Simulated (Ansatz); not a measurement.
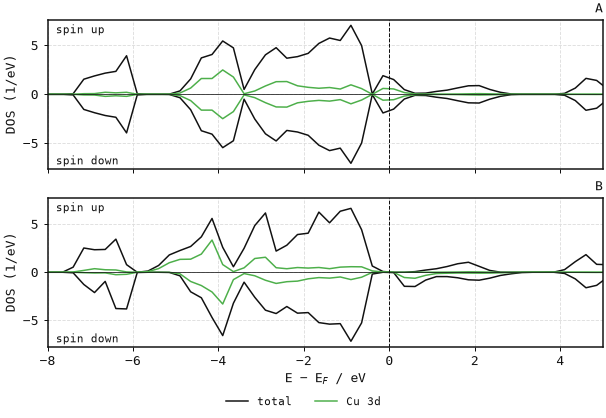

Spin-resolved densities of states of Sr2CuSO6, space group I4/m, 10 atoms in the cell, in two magnetic states on the same cell (spin down negative; each from its own Fermi level; a run without spin polarisation is drawn as two equal halves). Method: DFT with PBE, PAW plane waves, Ueff = 3.13 eV on Cu d; Ueff = 1.31 eV on O p; intersite V = 1.48 eV between Cu d and S p, spin-polarised, 4×4×4 k mesh, 420 eV cutoff, Fermi-Dirac smearing of 0.1 eV (Ansatz 0.2.0).

> Which panel is which state: non-magnetic and ferromagnetic?

A is non-magnetic (metal); B is ferromagnetic (net moment 1.0 μB, local moments 1.0 μB in all, gap 0.27 eV). Unequal spin channels mark a net moment; equal ones mean that moments cancel or are absent.

> Which of these states is lowest in energy?

The ferromagnetic one; the non-magnetic state lies 13 meV an atom higher. Other orders weren't compared here.

The structure was built from a prototype or by substitution, so it need not be a known phase. The atoms aren't at rest in this cell (largest force 2.5 eV/Å), so the relaxed material can differ.
